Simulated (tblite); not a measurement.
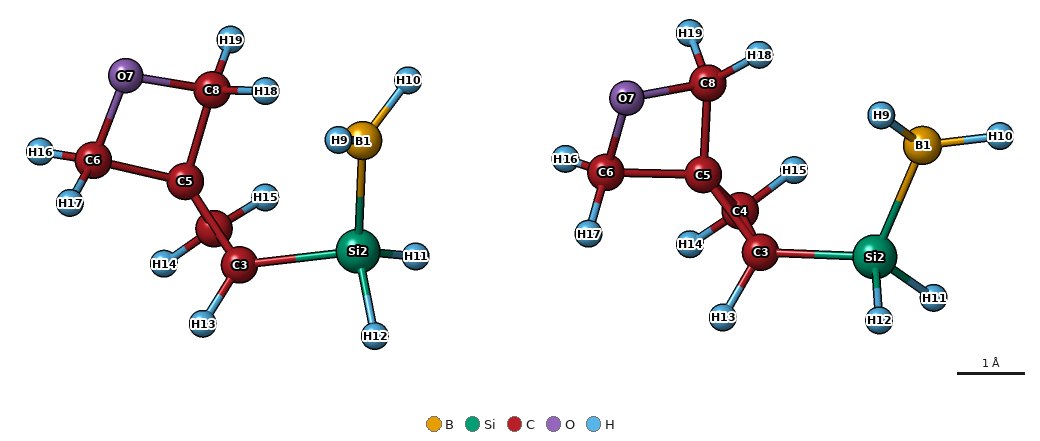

Two geometries of C5H11BOSi, drawn at one scale. One is the start of a relaxation, the other its converged end. A ball-and-stick model, seen at a tilt.

Computed with GFN2-xTB geometry optimisation, gas phase (tblite 0.8.0). 

Question: Which of the two is the end point?

Answer: The left one is the relaxed one. H10 moves most after the best rigid fit: 1.36 Å. Largest moves by element: H 1.36 Å, B 0.69 Å, O 0.49 Å, C 0.39 Å, Si 0.11 Å. Among the contacts that change: B1–H18 2.813 → 1.732 Å, Si2–C3 1.817 → 1.911 Å, C5–C8 1.438 → 1.508 Å, C3–H13 1.132 → 1.084 Å. Bond angles that change, for instance: B1–Si2–H12 104.9° → 117.3°, C5–C8–H18 125.8° → 113.8°, Si2–C3–C5 127.9° → 116.3°. Groups turn about Si2–C3 by about 25°, O7–C8 by about 25°. The energy falls by 114.0 kJ/mol in 163 geometry steps.
